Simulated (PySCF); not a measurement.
# [Eu(NH3)6]3+: other functionals and bases at one geometry

Aim: see how levels, charges and forces of [Eu(NH3)6]3+ depend on the level of theory. The species was built from a template and needn't be a known compound.

Method: several levels, as the steps say, no spin–orbit coupling; program: PySCF 2.14.0.

3 further runs of the same task are left out: 2 for a known fault of the program, 1 that didn't finish.

### 1 Starting geometry

25 atoms, charge 3, spin multiplicity 1.

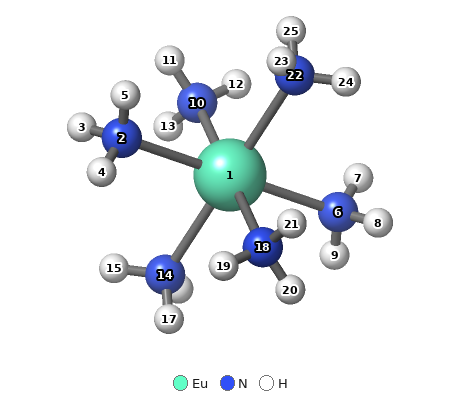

The structure; europium green, nitrogen blue, hydrogen white; atoms are numbered from 1 in the order of the file.

Geometry (Å):

```xyz
25

Eu    0.0000    0.0000    0.0000
N     0.0216    0.0285    2.5928
H     0.8363    0.5030    3.0282
H    -0.7848    0.5017    3.0447
H     0.0271   -0.9013    3.0553
N    -0.0216   -0.0285   -2.5928
H     0.7848   -0.5017   -3.0447
H    -0.8363   -0.5030   -3.0282
H    -0.0271    0.9013   -3.0553
N     2.5927   -0.0017    0.0045
H     3.0392   -0.4732    0.8151
H     3.0475   -0.4644   -0.8063
H     3.0409    0.9351    0.0108
N     0.0004    2.5924    0.0263
H     0.3947    3.0300    0.8817
H     0.5361    3.0552   -0.7336
H    -0.9333    3.0409   -0.0481
N    -2.5927    0.0017   -0.0045
H    -3.0475    0.4644    0.8063
H    -3.0392    0.4732   -0.8151
H    -3.0409   -0.9351   -0.0108
N    -0.0004   -2.5924   -0.0263
H    -0.5361   -3.0552    0.7336
H    -0.3947   -3.0300   -0.8817
H     0.9333   -3.0409    0.0481
```

Formal oxidation states: Eu +3. Each metal's 6 4f electrons lie in its core potential, so multiplicities, spins and levels count the valence alone. An earlier session relaxed this geometry at PBE, Eu lcecp-1-SVP with ECP52, N def2-SVP, H def2-SVP (singlet, point group Ci).

At PBE on the finer grid: E = -373.241507 Eh, HOMO -19.51 eV, LUMO -13.57 eV, Mulliken charge on Eu1 +1.08 e, largest force component 0.004 eV/Å. 

Levels to run: TPSS; M06-L; B3LYP; PBE0; PBE, TZVP. Hardware: 4 threads of AMD EPYC 7R43 (Zen 3), shared host.

### 2 TPSS

Input file run.py (the lines that set the calculation):

```python
mol = gto.M(atom='''
Eu     0.00000     0.00000     0.00000
N      0.02161     0.02854     2.59275
H      0.83632     0.50301     3.02820
H     -0.78478     0.50170     3.04470
H      0.02710    -0.90126     3.05527
N     -0.02161    -0.02854    -2.59275
H      0.78478    -0.50170    -3.04470
H     -0.83632    -0.50301    -3.02820
H     -0.02710     0.90126    -3.05527
N      2.59269    -0.00171     0.00451
H      3.03920    -0.47320     0.81505
H      3.04748    -0.46440    -0.80630
H      3.04090     0.93508     0.01084
N      0.00044     2.59241     0.02633
H      0.39473     3.02997     0.88165
H      0.53611     3.05520    -0.73357
H     -0.93329     3.04090    -0.04808
N     -2.59269     0.00171    -0.00451
H     -3.04748     0.46440     0.80630
H     -3.03920     0.47320    -0.81505
H     -3.04090    -0.93508    -0.01084
N     -0.00044    -2.59241    -0.02633
H     -0.53611    -3.05520     0.73357
H     -0.39473    -3.02997    -0.88165
H      0.93329    -3.04090     0.04808''',
    basis={'Eu': 'lcecp-1-SVP', 'N': 'def2-SVP', 'H': 'def2-SVP'},
    ecp={'Eu': 'lcecp-1-SVP'},
    charge=3, spin=0)
mf = dft.RKS(mol, xc='TPSS')
mf.grids.atom_grid = (75, 302)  # f atoms: unpruned, at least (60, 302)
mf = mf.density_fit()  # fitting sets: Eu AutoAux, N def2-universal-JKFIT, H def2-universal-JKFIT
mf.conv_tol = 1e-08; mf.max_cycle = 55
mf.kernel(dm0)  # dm0: the density of the relaxed state
```

Started as:

```
$ OMP_NUM_THREADS=4 python run.py
```

Standard output:

```text
init E= -373.701796854588
  HOMO = -0.722935875712973  LUMO = -0.487956830639973  gap/eV = 6.39411
cycle= 1 E= -373.704020119272  delta_E= -0.00222  |g|= 0.0166  |ddm|= 0.171
  HOMO = -0.723909833240274  LUMO = -0.494838600985507  gap/eV = 6.23335
cycle= 2 E= -373.704040006761  delta_E= -1.99e-05  |g|= 0.0157  |ddm|= 0.0581
  HOMO = -0.723126941959496  LUMO = -0.491035879079407  gap/eV = 6.31552
cycle= 3 E= -373.70413022937  delta_E= -9.02e-05  |g|= 0.00328  |ddm|= 0.0296
  HOMO = -0.722802748527984  LUMO = -0.490850503096488  gap/eV = 6.31174
cycle= 4 E= -373.704132195891  delta_E= -1.97e-06  |g|= 0.00129  |ddm|= 0.00335
  HOMO = -0.722919578187866  LUMO = -0.49092013202693  gap/eV = 6.31303
cycle= 5 E= -373.704132552135  delta_E= -3.56e-07  |g|= 6.82e-05  |ddm|= 0.00105
  HOMO = -0.722924005261581  LUMO = -0.490936729703783  gap/eV = 6.31270
cycle= 6 E= -373.704132553716  delta_E= -1.58e-09  |g|= 8.27e-06  |ddm|= 0.000125
  HOMO = -0.722924805993289  LUMO = -0.49093760408135  gap/eV = 6.31269
Extra cycle  E= -373.704132553726  delta_E= -1.03e-11  |g|= 4.61e-06  |ddm|= 1.58e-05
converged SCF energy = -373.704132553726
```

It took 83 s on 4 threads of AMD EPYC 7R43 (Zen 3), shared host.

Read off: E = -373.704133 Eh, HOMO -19.67 eV, LUMO -13.36 eV, Mulliken charge on Eu1 +1.22 e, largest force component 0.181 eV/Å. 

### 3 M06-L

run.py (the lines that set the calculation): that of step 2 with these lines changed.

```diff
@@ -29,3 +29,3 @@
     charge=3, spin=0)
-mf = dft.RKS(mol, xc='TPSS')
+mf = dft.RKS(mol, xc='M06L')
 mf.grids.atom_grid = (75, 302)  # f atoms: unpruned, at least (60, 302)
```

Started as:

```
$ OMP_NUM_THREADS=4 python run.py
```

Standard output:

```text
init E= -373.630469598616
  HOMO = -0.734881149882377  LUMO = -0.477867926837493  gap/eV = 6.99369
cycle= 1 E= -373.641939811975  delta_E= -0.0115  |g|= 0.0438  |ddm|= 0.487
  HOMO = -0.734580441012491  LUMO = -0.493086389912802  gap/eV = 6.57139
cycle= 2 E= -373.642058855919  delta_E= -0.000119  |g|= 0.0429  |ddm|= 0.132
  HOMO = -0.734381340262586  LUMO = -0.484630780815085  gap/eV = 6.79606
cycle= 3 E= -373.642637883397  delta_E= -0.000579  |g|= 0.0103  |ddm|= 0.0662
  HOMO = -0.733305398109381  LUMO = -0.483426100596633  gap/eV = 6.79956
cycle= 4 E= -373.642659486401  delta_E= -2.16e-05  |g|= 0.00232  |ddm|= 0.00981
  HOMO = -0.733594609152693  LUMO = -0.483691013799727  gap/eV = 6.80022
cycle= 5 E= -373.642660913307  delta_E= -1.43e-06  |g|= 0.000307  |ddm|= 0.00318
  HOMO = -0.73358590700247  LUMO = -0.483720298889649  gap/eV = 6.79919
cycle= 6 E= -373.642660941373  delta_E= -2.81e-08  |g|= 2.98e-05  |ddm|= 0.000428
  HOMO = -0.733583744978929  LUMO = -0.483713686474421  gap/eV = 6.79931
cycle= 7 E= -373.642660941607  delta_E= -2.34e-10  |g|= 2.89e-06  |ddm|= 6.41e-05
  HOMO = -0.733583835872544  LUMO = -0.483713257636574  gap/eV = 6.79932
Extra cycle  E= -373.642660941604  delta_E= 2.61e-12  |g|= 3.51e-06  |ddm|= 5.86e-06
converged SCF energy = -373.642660941604
```

It took 90 s on 4 threads of AMD EPYC 7R43 (Zen 3), shared host.

Read off: E = -373.642661 Eh, HOMO -19.96 eV, LUMO -13.16 eV, Mulliken charge on Eu1 +1.50 e, largest force component 0.404 eV/Å. 

### 4 B3LYP

run.py (the lines that set the calculation): that of step 3 with these lines changed.

```diff
@@ -29,3 +29,3 @@
     charge=3, spin=0)
-mf = dft.RKS(mol, xc='M06L')
+mf = dft.RKS(mol, xc='B3LYP')
 mf.grids.atom_grid = (75, 302)  # f atoms: unpruned, at least (60, 302)
```

Started as:

```
$ OMP_NUM_THREADS=4 python run.py
```

Standard output:

```text
init E= -373.683941094096
  HOMO = -0.765864489594615  LUMO = -0.467030818472809  gap/eV = 8.13168
cycle= 1 E= -373.685465993189  delta_E= -0.00152  |g|= 0.0466  |ddm|= 0.169
  HOMO = -0.762422312842539  LUMO = -0.477660221945136  gap/eV = 7.74877
cycle= 2 E= -373.685050300314  delta_E= 0.000416  |g|= 0.0652  |ddm|= 0.109
  HOMO = -0.765965438687552  LUMO = -0.475045745625079  gap/eV = 7.91633
cycle= 3 E= -373.686011997956  delta_E= -0.000962  |g|= 0.00392  |ddm|= 0.0546
  HOMO = -0.765343839545442  LUMO = -0.473712254929643  gap/eV = 7.93570
cycle= 4 E= -373.686016904492  delta_E= -4.91e-06  |g|= 0.000461  |ddm|= 0.00762
  HOMO = -0.765386585992916  LUMO = -0.473783347649872  gap/eV = 7.93493
cycle= 5 E= -373.68601695366  delta_E= -4.92e-08  |g|= 5.73e-05  |ddm|= 0.000525
  HOMO = -0.765389984421662  LUMO = -0.473799176666174  gap/eV = 7.93459
cycle= 6 E= -373.68601695468  delta_E= -1.02e-09  |g|= 5.46e-06  |ddm|= 0.000117
  HOMO = -0.765391060236789  LUMO = -0.47380081241287  gap/eV = 7.93457
Extra cycle  E= -373.686016954684  delta_E= -4.43e-12  |g|= 3.71e-06  |ddm|= 1.01e-05
converged SCF energy = -373.686016954684
```

It took 48 s on 4 threads of AMD EPYC 7R43 (Zen 3), shared host.

Read off: E = -373.686017 Eh, HOMO -20.83 eV, LUMO -12.89 eV, Mulliken charge on Eu1 +1.22 e, largest force component 0.417 eV/Å. 

### 5 PBE0

run.py (the lines that set the calculation): that of step 4 with these lines changed.

```diff
@@ -29,3 +29,3 @@
     charge=3, spin=0)
-mf = dft.RKS(mol, xc='B3LYP')
+mf = dft.RKS(mol, xc='PBE0')
 mf.grids.atom_grid = (75, 302)  # f atoms: unpruned, at least (60, 302)
```

Started as:

```
$ OMP_NUM_THREADS=4 python run.py
```

Standard output:

```text
init E= -373.260739661838
  HOMO = -0.776029098599368  LUMO = -0.459696835251657  gap/eV = 8.60784
cycle= 1 E= -373.265091759113  delta_E= -0.00435  |g|= 0.02  |ddm|= 0.27
  HOMO = -0.77657500065205  LUMO = -0.467678684534963  gap/eV = 8.40550
cycle= 2 E= -373.265161737356  delta_E= -7e-05  |g|= 0.0128  |ddm|= 0.0613
  HOMO = -0.775947187645686  LUMO = -0.463959281574866  gap/eV = 8.48962
cycle= 3 E= -373.265212142603  delta_E= -5.04e-05  |g|= 0.00346  |ddm|= 0.0239
  HOMO = -0.77561714081614  LUMO = -0.463812142689534  gap/eV = 8.48465
cycle= 4 E= -373.265214520224  delta_E= -2.38e-06  |g|= 0.00078  |ddm|= 0.00281
  HOMO = -0.775727823311001  LUMO = -0.46395210743063  gap/eV = 8.48385
cycle= 5 E= -373.265214662208  delta_E= -1.42e-07  |g|= 8.67e-05  |ddm|= 0.000868
  HOMO = -0.775724403041064  LUMO = -0.463962127437148  gap/eV = 8.48348
cycle= 6 E= -373.265214663942  delta_E= -1.73e-09  |g|= 3.66e-06  |ddm|= 0.000112
  HOMO = -0.775723491725572  LUMO = -0.463960487271486  gap/eV = 8.48350
Extra cycle  E= -373.265214663947  delta_E= -4.77e-12  |g|= 2.85e-06  |ddm|= 7.73e-06
converged SCF energy = -373.265214663947
```

Run time: 42 s. Hardware: 4 threads of AMD EPYC 7R43 (Zen 3), shared host.

It gives: E = -373.265215 Eh, HOMO -21.11 eV, LUMO -12.63 eV, Mulliken charge on Eu1 +1.30 e, largest force component 0.424 eV/Å. 

### 6 PBE, TZVP

Basis: Eu lcecp-1-TZVP with ECP52, N def2-TZVP, H def2-TZVP. 

run.py (the lines that set the calculation): that of step 5 with these lines changed.

```diff
@@ -26,6 +26,6 @@
 H      0.93329    -3.04090     0.04808''',
-    basis={'Eu': 'lcecp-1-SVP', 'N': 'def2-SVP', 'H': 'def2-SVP'},
-    ecp={'Eu': 'lcecp-1-SVP'},
+    basis={'Eu': 'lcecp-1-TZVP', 'N': 'def2-TZVP', 'H': 'def2-TZVP'},
+    ecp={'Eu': 'lcecp-1-TZVP'},
     charge=3, spin=0)
-mf = dft.RKS(mol, xc='PBE0')
+mf = dft.RKS(mol, xc='PBE')
 mf.grids.atom_grid = (75, 302)  # f atoms: unpruned, at least (60, 302)
@@ -33,2 +33,2 @@
 mf.conv_tol = 1e-08; mf.max_cycle = 55
-mf.kernel(dm0)  # dm0: the density of the relaxed state
+mf.kernel(dm0)  # dm0: free metal ions and neutral atoms
```

Started as:

```
$ OMP_NUM_THREADS=4 python run.py
```

Standard output:

```text
init E= -366.240281153122
  HOMO = -0.988879268927395  LUMO = -0.687905144349858  gap/eV = 8.18992
cycle= 1 E= -372.082071785502  delta_E= -5.84  |g|= 2.85  |ddm|=  3.1
  HOMO = -0.439224661805642  LUMO = -0.382959724915348  gap/eV = 1.53105
cycle= 2 E= -368.737534831437  delta_E= 3.34  |g|= 4.41  |ddm|= 4.57
  HOMO = -0.750653339596954  LUMO = -0.493822170762449  gap/eV = 6.98873
cycle= 3 E= -373.58701322692  delta_E= -4.85  |g|= 0.403  |ddm|=  3.7
  HOMO = -0.72847360731276  LUMO = -0.525630634264409  gap/eV = 5.51964
cycle= 4 E= -373.621324515324  delta_E= -0.0343  |g|= 0.127  |ddm|= 0.448
  HOMO = -0.71722556577565  LUMO = -0.496588292506871  gap/eV = 6.00385
cycle= 5 E= -373.626635640792  delta_E= -0.00531  |g|= 0.0118  |ddm|= 0.204
  HOMO = -0.718190954752264  LUMO = -0.499442134533656  gap/eV = 5.95246
cycle= 6 E= -373.626679962223  delta_E= -4.43e-05  |g|= 0.00121  |ddm|= 0.0189
  HOMO = -0.718118977124906  LUMO = -0.499165796911684  gap/eV = 5.95802
cycle= 7 E= -373.626680379948  delta_E= -4.18e-07  |g|= 0.00055  |ddm|= 0.00187
  HOMO = -0.718105083453869  LUMO = -0.499189683174366  gap/eV = 5.95699
cycle= 8 E= -373.62668043113  delta_E= -5.12e-08  |g|= 0.000274  |ddm|= 0.000451
  HOMO = -0.718110030458797  LUMO = -0.499200969542111  gap/eV = 5.95682
cycle= 9 E= -373.626680446727  delta_E= -1.56e-08  |g|= 2.32e-05  |ddm|= 0.000172
  HOMO = -0.718109315522901  LUMO = -0.499200867585565  gap/eV = 5.95680
cycle= 10 E= -373.626680446851  delta_E= -1.23e-10  |g|= 4.12e-06  |ddm|= 2.53e-05
  HOMO = -0.718109071802698  LUMO = -0.499200370760241  gap/eV = 5.95681
Extra cycle  E= -373.626680446851  delta_E= -1.14e-13  |g|= 3.5e-06  |ddm|= 6.35e-06
converged SCF energy = -373.626680446851
```

It took 2.6 min on 4 threads of AMD EPYC 7R43 (Zen 3), shared host.

Read off: E = -373.626680 Eh, HOMO -19.54 eV, LUMO -13.58 eV, Mulliken charge on Eu1 +1.76 e, largest force component 0.414 eV/Å. 

### 7 Results

| level | state | HOMO (eV) | gap (eV) | charge on Eu1 (e) | dipole (D) | largest force (eV/Å) | basis functions | time |
| --- | --- | --- | --- | --- | --- | --- | --- | --- |
| PBE (relaxed here) | singlet | -19.51 | 5.94 | 1.08 | 0.00 | 0.00 | 207 | 26 s |
| TPSS | singlet | -19.67 | 6.31 | 1.22 | 0.00 | 0.18 | 207 | 83 s |
| M06-L | singlet | -19.96 | 6.80 | 1.50 | 0.00 | 0.40 | 207 | 90 s |
| B3LYP | singlet | -20.83 | 7.93 | 1.22 | 0.00 | 0.42 | 207 | 48 s |
| PBE0 | singlet | -21.11 | 8.48 | 1.30 | 0.00 | 0.42 | 207 | 42 s |
| PBE, TZVP | singlet | -19.54 | 5.96 | 1.76 | 0.00 | 0.41 | 341 | 2.6 min |

Times are on 4 threads of AMD EPYC 7R43 (Zen 3), shared host; the first row also made further properties. The dipole of a charged species depends on the origin, so these sizes hold for this origin alone.

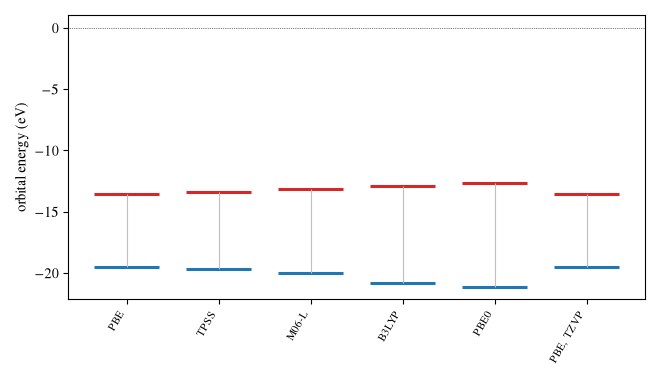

Highest filled and lowest empty level, method by method.

In one basis the HOMO–LUMO gap runs from 5.94 eV (PBE) to 8.48 eV (PBE0). The largest leftover force, 0.42 eV/Å with PBE0, stands at a geometry relaxed at another level. The Mulliken charge on Eu spans +1.08 to +1.76 e over the levels. With 4f in the core, its levels are missing from HOMO and gap. Total energies of different levels can't be compared. Spin–orbit coupling is left out throughout.
